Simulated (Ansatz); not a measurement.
# BGe+ (quintet): correlated methods under varied settings

Aim: run BGe+ (quintet) at one geometry under a spread of methods and options, and see what each costs and gives.

Program: Ansatz 0.2.0, Gaussian basis. Level of theory: the settings change from run to run. These are calculated values, not measurements.

9 further runs of the same task are left out: 4 that didn't finish, 5 set aside as unsound or not needed.

## 1. The system

The geometry is a PBE0/def2-TZVP stationary point (not a proven minimum) of the parent state, kept for this charge and spin. No spin-orbit coupling is included. The filled d shell of Ge may be among the frozen orbitals whatever the setting's name suggests; the logs give the count.

2 atoms, charge 1, spin multiplicity 5.

Atoms are counted from 1 here; the program's logs count them from 0.

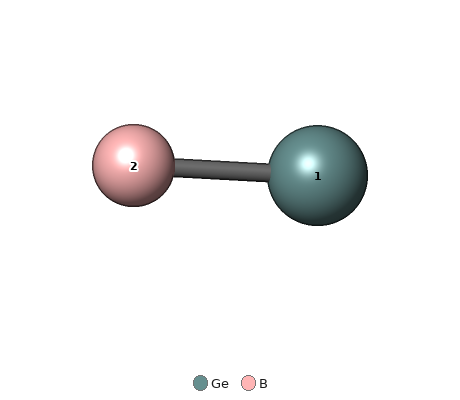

The geometry (germanium teal, boron pink); atoms are numbered from 1 in the order of the file.

## 2. BCCD(T) on UHF/cc-pVDZ

Contents of in.yaml:

```yaml
crystal:
  periodic: [false, false, false]
  atoms:
    - {symbol: Ge, position_ang: [0.000000, 0.000000, 0.000000]}
    - {symbol: B, position_ang: [0.000000, 0.000000, 1.977400]}
basis:
  gaussian: {orbitals: cc-pVDZ}
total_charge: 1
magnetization: {spin_polarized: true, initial_magnetization: 4}
correlation: {method: bccd_t, electrons: outside_noble_gas}
scf: {lower_state_search: off}
```

On the command line:

```bash
$ ansatz run in.yaml --threads 1 --pin off --events-out ev --progress --plain --max-ram 2393MiB
```

What it wrote, shortened:

```text
Functional definition: HF
  name "HF"
  cite "Fock, Z. Phys. 61, 126 (1930) doi:10.1007/BF01340294"
  parent pbe
[...]
462 factors; integrals over basis functions are off by at most 9.8e-4 eV
[...]
mean field -57131.89196974 eV, -2099.5583045008 hartree, gradient 2.9e-6 eV, S^2 6.004285; 0 other end points of the search recorded, 0 dependent functions left out
15 core orbitals not correlated: weight in the atoms' cores, before any rotation towards them, 0.999 or more for the frozen orbitals, at most 0.000 for the correlated occupied ones
reference -57131.89196974 eV, -2099.5583045008 hartree; 5, 1 occupied and 21, 25 virtual orbitals, 462 factors
second order -2.15047785 eV of doubles, -0.00000000 eV of singles
cycle   1  -2.50782478 eV  change   -3.6e-1 eV  update   6.3e-2
[...]
cycle  11  -2.65836681 eV  change    3.1e-6 eV  update   4.5e-6
perturbative correction -0.14538910 eV, -0.0053429509 hartree
Total energy: -57134.69572566 eV, -2099.6613406302 hartree
Checks for a lower state left out: stability, starts, cluster_reference, orbital_swaps, neighbouring_geometries, increment
```

It took 1.5 s on 1 thread of Arm Neoverse N1, shared host.

From the report: ⟨S²⟩ of the determinant 6.004 (pure quintet: 6.00); correlation -2.8038 eV; largest double amplitude 0.11.

## 3. CCSDT(Q)/B on ROHF/STO-3G

Contents of in.yaml:

```yaml
crystal:
  periodic: [false, false, false]
  atoms:
    - {symbol: Ge, position_ang: [0.000000, 0.000000, 0.000000]}
    - {symbol: B, position_ang: [0.000000, 0.000000, 1.977400]}
basis:
  gaussian: {orbitals: STO-3G}
total_charge: 1
magnetization: {spin_polarized: false, initial_magnetization: 4}
correlation: {method: ccsdt_q_b, electrons: outside_noble_gas}
```

Launched as before.

What it wrote, shortened:

```text
Functional definition: HF
  name "HF"
  cite "Fock, Z. Phys. 61, 126 (1930) doi:10.1007/BF01340294"
  parent pbe
[...]
286 factors; integrals over basis functions are off by at most 3.8e-8 eV
[...]
mean field -56482.86520308 eV, -2075.7070107523 hartree, gradient 2.4e-6 eV, S^2 6.000000; 3 other end points of the search recorded, 0 dependent functions left out
determinant -56482.86520308 eV, -2075.7070107523 hartree, with singles and doubles -56484.57671397 eV, -2075.7699076173 hartree
determinant -56480.69843228 eV, -2075.6273833938 hartree, with singles and doubles -56481.33554313 eV, -2075.6507967859 hartree
15 core orbitals not correlated, not the lowest: weight in the atoms' cores, before any rotation towards them, 0.888 or more for the frozen orbitals, at most 0.096 for the correlated occupied ones
reference -56482.86520308 eV, -2075.7070107523 hartree; 5, 1 occupied and 3, 7 virtual orbitals, 286 factors
second order -1.17952828 eV of doubles, -0.00001141 eV of singles
cycle   1  -1.45067228 eV  change   -2.7e-1 eV  update   8.2e-2
[...]
cycle  13  -1.76164250 eV  change    2.8e-8 eV  update   3.9e-7
perturbative correction -0.00639961 eV, -0.0002351814 hartree
Total energy: -56484.63324520 eV, -2075.7719851014 hartree
```

Run time: 2.1 s. Hardware: 1 thread of Arm Neoverse N1, shared host.

From the report: correlation -1.7680 eV; T1 0.043; largest double amplitude 0.15.

## 4. CASSCF(6,8)/cc-pVDZ

Contents of in.yaml:

```yaml
crystal:
  periodic: [false, false, false]
  atoms:
    - {symbol: Ge, position_ang: [0.000000, 0.000000, 0.000000]}
    - {symbol: B, position_ang: [0.000000, 0.000000, 1.977400]}
basis:
  gaussian: {orbitals: cc-pVDZ}
total_charge: 1
magnetization: {spin_polarized: false, initial_magnetization: 4}
correlation: {active_space: {window: {electrons: 6, orbitals: 8}, states: [{multiplicity: 5, weights: [1, 1]}], root: 0}}
```

The command is unchanged.

What it wrote:

```text
Functional definition: HF
  name "HF"
  cite "Fock, Z. Phys. 61, 126 (1930) doi:10.1007/BF01340294"
  parent pbe
  exchange = exact_x
  correlation = 0
773 factors; integrals over basis functions are off by at most 1.4e-7 eV
mean field evaluation 1: about -57130.7824 eV, gradient 8.1e0 eV
mean field evaluation 2: about -57130.9117 eV, gradient 8.1e0 eV
mean field evaluation 4: about -57131.8032 eV, gradient 1.9e0 eV
mean field evaluation 8: about -57131.8446 eV, gradient 8.4e-4 eV
mean field evaluation 16: about -57131.6799 eV, gradient 1.1e0 eV
mean field evaluation 32: about -57130.9741 eV, gradient 4.6e0 eV
mean field -57131.84459871 eV, -2099.5565636473 hartree, gradient 4.4e-6 eV, S^2 6.000000; 4 other end points of the search recorded, 0 dependent functions left out
reference -57131.84459871 eV, -2099.5565636473 hartree; 20, 16 occupied and 21, 25 virtual orbitals, 773 factors
state -57133.39916714 eV, -2099.6136929834 hartree
state -57130.31924073 eV, -2099.5005077757 hartree
Total energy: -57133.39916714 eV, -2099.6136929834 hartree
```

Wall time 7.5 s (1 thread of Arm Neoverse N1, shared host).

From the report: 448 determinants; active occupations (of the averaged states) 1.95, 1.01, 0.99, 0.98, 0.52, 0.50, 0.03, 0.02.

## 5. CCSD on UHF/def2-SVPD

Contents of in.yaml:

```yaml
crystal:
  periodic: [false, false, false]
  atoms:
    - {symbol: Ge, position_ang: [0.000000, 0.000000, 0.000000]}
    - {symbol: B, position_ang: [0.000000, 0.000000, 1.977400]}
basis:
  gaussian: {orbitals: def2-SVPD}
total_charge: 1
magnetization: {spin_polarized: true, initial_magnetization: 4}
correlation: {method: ccsd, electrons: valence}
accuracy: high
```

The command is unchanged.

What it wrote, shortened:

```text
Functional definition: HF
  name "HF"
  cite "Fock, Z. Phys. 61, 126 (1930) doi:10.1007/BF01340294"
  parent pbe
[...]
1000 factors; integrals over basis functions are off by at most 4.7e-9 eV
[...]
mean field -57124.99198456 eV, -2099.3047347225 hartree, gradient 2.5e-8 eV, S^2 6.005040; 9 other end points of the search recorded, 0 dependent functions left out
determinant -57124.99198456 eV, -2099.3047347225 hartree, with singles and doubles -57130.96615228 eV, -2099.5242813367 hartree
determinant -57122.95669227 eV, -2099.2299391101 hartree, with singles and doubles -57128.11326115 eV, -2099.4194395214 hartree
determinant -57122.09921959 eV, -2099.1984275705 hartree, with singles and doubles -57127.64035310 eV, -2099.4020604709 hartree
10 core orbitals not correlated: weight in the atoms' cores, before any rotation towards them, 1.000 or more for the frozen orbitals, at most 0.000 for the correlated occupied ones
reference -57124.99198456 eV, -2099.3047347225 hartree; 10, 6 occupied and 38, 42 virtual orbitals, 1000 factors
second order -5.80347734 eV of doubles, -0.00000000 eV of singles
cycle   1  -5.97904006 eV  change   -1.2e-1 eV  update   2.0e-2
[...]
cycle  21  -6.00310549 eV  change  -6.0e-10 eV  update  8.8e-10
Total energy: -57130.99509006 eV, -2099.5253447802 hartree
```

It took 16 s on 1 thread of Arm Neoverse N1, shared host.

From the report: ⟨S²⟩ of the determinant 6.005 (pure quintet: 6.00); correlation -6.0031 eV; T1 0.017; largest double amplitude 0.11.

## 6. CCSDT(Q) on ROHF/STO-3G

Contents of in.yaml:

```yaml
crystal:
  periodic: [false, false, false]
  atoms:
    - {symbol: Ge, position_ang: [0.000000, 0.000000, 0.000000]}
    - {symbol: B, position_ang: [0.000000, 0.000000, 1.977400]}
basis:
  gaussian: {orbitals: STO-3G}
total_charge: 1
magnetization: {spin_polarized: false, initial_magnetization: 4}
correlation: {method: ccsdt_q, electrons: all}
```

Same command.

What it wrote, shortened:

```text
Functional definition: HF
  name "HF"
  cite "Fock, Z. Phys. 61, 126 (1930) doi:10.1007/BF01340294"
  parent pbe
[...]
286 factors; integrals over basis functions are off by at most 3.8e-8 eV
[...]
mean field -56482.86520308 eV, -2075.7070107523 hartree, gradient 2.4e-6 eV, S^2 6.000000; 3 other end points of the search recorded, 0 dependent functions left out
determinant -56482.86520308 eV, -2075.7070107523 hartree, with singles and doubles -56484.67098862 eV, -2075.7733721466 hartree
determinant -56480.69843228 eV, -2075.6273833938 hartree, with singles and doubles -56481.40903389 eV, -2075.6534975213 hartree
reference -56482.86520308 eV, -2075.7070107523 hartree; 20, 16 occupied and 3, 7 virtual orbitals, 286 factors
second order -1.27635360 eV of doubles, -0.00555781 eV of singles
cycle   1  -1.53687703 eV  change   -2.5e-1 eV  update   8.5e-2
[...]
cycle  20  -1.86156651 eV  change   -3.7e-7 eV  update   1.7e-6
perturbative correction -0.00619058 eV, -0.0002274998 hartree
Total energy: -56484.73296018 eV, -2075.7756495594 hartree
```

Wall time 54 s (1 thread of Arm Neoverse N1, shared host); peak memory 1.2 GiB.

From the report: correlation -1.8678 eV; T1 0.018; largest double amplitude 0.15.

## 7. All runs side by side

Where basis and cores are those of an earlier FCI/cc-pVDZ run (-57134.7309 eV), and the state is the same kind, the miss against it is given.

```
                                          level         correlated  functions  energy (eV)  from FCI (meV)   time
                         BCCD(T) on UHF/cc-pVDZ  outside noble gas         41  -57134.6957            35.2  1.5 s
                      CCSDT(Q)/B on ROHF/STO-3G  outside noble gas         23  -56484.6332                  2.1 s
CASSCF(6,8)/cc-pVDZ (lowest root of an average)                            41  -57133.3992                  7.5 s
                          CCSD on UHF/def2-SVPD            valence         58  -57130.9951                   16 s
                        CCSDT(Q) on ROHF/STO-3G                all         23  -56484.7330                   54 s
```

## 8. Results

| quantity | value |
| --- | --- |
| runs | 5 |
| quickest | BCCD(T) on UHF/cc-pVDZ, 1.5 s |
| slowest | CCSDT(Q) on ROHF/STO-3G, 54 s |

**Reading.** Total energies in different bases, with other cores or another treatment of relativity can't be set against each other. CCSDT(Q) on ROHF/STO-3G took 36 times as long as BCCD(T) on UHF/cc-pVDZ; the jobs differ in more than the method.
